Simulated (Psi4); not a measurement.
# HF/def2-QZVP (density fitting, sweep point 5) run of BH3O (SMILES BO)

What is the vertical ionisation energy of BH3O at HF/def2-QZVP (density fitting, sweep point 5)? Input form: a Python script.

The calculation is run with Psi4 1.11.

## Step 1: Starting point

The species is BH3O (5 atoms), meant as a singlet with charge 0. SMILES: `BO`. The shape is that of a PBE0-D4/def2-TZVP optimisation.

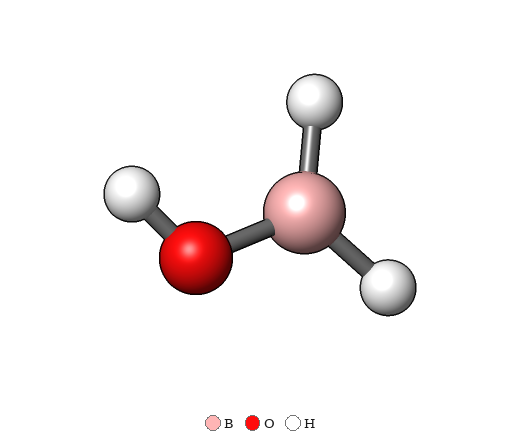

The structure, seen from a chosen angle (boron pink, oxygen red, hydrogen white).

## Step 2: The energy at HF/def2-QZVP (density fitting, sweep point 5)

Input file bh3o.py:

```python
import psi4

psi4.set_memory(1600000000)
psi4.set_num_threads(1)
psi4.set_output_file('psi4.out', False)

molecule = psi4.geometry("""
0 1
B     -0.226600    -0.352800     0.074700
O      0.413500     0.801800     0.345900
H     -0.820300    -0.865500     0.977800
H     -0.190600    -0.828900    -1.028100
H      0.874000     1.171800    -0.411700
units angstrom
symmetry c1
""")

psi4.set_options({
    'puream': True,
    'scf_type': 'df',
})

e, wfn = psi4.energy('scf/def2-QZVP', return_wfn=True)
print('E =', round(e, 9))
```

On the command line:

```sh
python bh3o.py
```

psi4.out:

```text
[...]
  Running in c1 symmetry.
[...]
  Nuclear repulsion =   30.404687954616726
[...]
  Multiplicity = 1
[...]
  Nalpha       = 8
  Nbeta        = 8
[...]
    Number of basis functions: 204
[...]
   @DF-RHF iter   1:  -101.30879212216254   -8.39374e-01   2.06601e-03 DIIS/ADIIS
[...]
   @DF-RHF iter   7:  -101.37813711753169   -2.58575e-07   5.10614e-07 DIIS
[...]
    Orbital Energies [Eh]
    ---------------------
    Doubly Occupied:
       1A    -20.581725     2A     -7.621888     3A     -1.377394
       4A     -0.771952     5A     -0.651455     6A     -0.577957
       7A     -0.546091     8A     -0.464109
[...]
  @DF-RHF Final Energy:  -101.37813711753169
   => Energetics <=
    Nuclear Repulsion Energy =             30.4046879546167261
    One-Electron Energy =                -198.3805248805643942
    Two-Electron Energy =                  66.5976998084159817
    Total Energy =                       -101.3781371175316934
[...]
 Multipole Moments:
 ------------------------------------------------------------------------------------
     Multipole            Electronic (a.u.)      Nuclear  (a.u.)        Total (a.u.)
 ------------------------------------------------------------------------------------
 L = 1.  Multiply by 2.5417464519 to convert [e a0] to [Debye]
 Dipole X            :          0.3905382           -0.1573340            0.2332042
 Dipole Y            :          0.7745563           -0.6718001            0.1027562
 Dipole Z            :          0.3092064           -0.8681921           -0.5589857
 Magnitude           :                                                    0.6143354
[...]
```

The script printed:

```text
E = -101.378137118
```

Run time: 2.8 s. Hardware: 1 thread of Intel Xeon Platinum 8259CL at 2.50GHz (Skylake/Cascade Lake), shared host; peak memory 0.28 GiB.

## Step 3: The doublet cation, same level

Input file calc.py:

```python
import psi4

psi4.set_memory('1600 MB')
psi4.set_num_threads(1)
psi4.set_output_file('psi4.out', False)

mol = psi4.geometry("""
1 2
B     -0.226600    -0.352800     0.074700
O      0.413500     0.801800     0.345900
H     -0.820300    -0.865500     0.977800
H     -0.190600    -0.828900    -1.028100
H      0.874000     1.171800    -0.411700
symmetry c1
""")

psi4.set_options({
    'reference': 'uhf',
    'puream': True,
    'scf_type': 'df',
    'maxiter': 150,
})

e_tot = psi4.energy("hf/def2-QZVP")
print('E =', round(e_tot, 9))
```

On the command line:

```sh
python calc.py
```

psi4.out:

```text
[...]
  Running in c1 symmetry.
[...]
  Nuclear repulsion =   30.404687954616726
[...]
  Multiplicity = 2
[...]
  Nalpha       = 8
  Nbeta        = 7
[...]
    Number of basis functions: 204
[...]
   @DF-UHF iter   1:  -100.87225742808624   -4.02839e-01   1.90739e-03 DIIS/ADIIS
[...]
   @DF-UHF iter  10:  -100.95100090068156   -5.76279e-07   7.37875e-07 DIIS
[...]
   @S^2 Observed:                7.820790146E-01
[...]
    Orbital Energies [Eh]
    ---------------------
    Alpha Occupied:
       1A    -20.899471     2A     -7.983512     3A     -1.687933
       4A     -1.100244     5A     -1.019950     6A     -0.934328
       7A     -0.859339     8A     -0.846417
    Alpha Virtual:
       9A     -0.167137    10A     -0.100163    11A     -0.067582
      12A     -0.053005    13A     -0.018720    14A     -0.016953
      15A      0.012195    16A      0.035799    17A      0.116287
      18A      0.117574    19A      0.176759    20A      0.201420
      21A      0.213220    22A      0.218815    23A      0.233610
      24A      0.274233    25A      0.283036    26A      0.318178
[...]
  @DF-UHF Final Energy:  -100.95100090068156
   => Energetics <=
    Nuclear Repulsion Energy =             30.4046879546167261
    One-Electron Energy =                -193.2481799767279540
    Two-Electron Energy =                  61.8924911214296714
    Total Energy =                       -100.9510009006815636
  UHF NO Occupations:
  HONO-2 :    6  A 1.9965630
  HONO-1 :    7  A 1.9876874
[...]
 Multipole Moments:
 ------------------------------------------------------------------------------------
     Multipole            Electronic (a.u.)      Nuclear  (a.u.)        Total (a.u.)
 ------------------------------------------------------------------------------------
 L = 1.  Multiply by 2.5417464519 to convert [e a0] to [Debye]
 Dipole X            :         -0.2363271           -0.1573340           -0.3936610
 Dipole Y            :         -0.3834423           -0.6718001           -1.0552424
 Dipole Z            :         -0.0123773           -0.8681921           -0.8805694
 Magnitude           :                                                    1.4296531
[...]
```

On the terminal:

```text
E = -100.951000901
```

Wall time 3.3 s (1 thread of Intel Xeon Platinum 8259CL at 2.50GHz (Skylake/Cascade Lake), shared host); peak memory 0.29 GiB.

## Step 4: Outcome

Level: HF/def2-QZVP (density fitting, sweep point 5).

| quantity | value |
| --- | --- |
| singlet BH3O: total energy | -101.37814 Eh |
| singlet BH3O: dipole moment | 1.56 D |
| singlet BH3O: HOMO energy | -12.63 eV |
| singlet BH3O: LUMO energy | 2.29 eV |
| singlet BH3O: HOMO–LUMO gap | 14.92 eV |
| doublet cation: total energy | -100.95100 Eh |
| doublet cation: HOMO energy (highest over α and β) | -22.46 eV |
| doublet cation: LUMO energy (lowest over α and β) | -10.68 eV |
| doublet cation: ⟨S²⟩ | 0.782 |
| vertical ionisation energy (to the doublet cation) | 11.623 eV |

Removing an electron at fixed nuclei costs 11.62 eV (1121 kJ/mol). −ε(HOMO) before ionisation, 12.63 eV, is 1.01 eV above this ionisation energy.
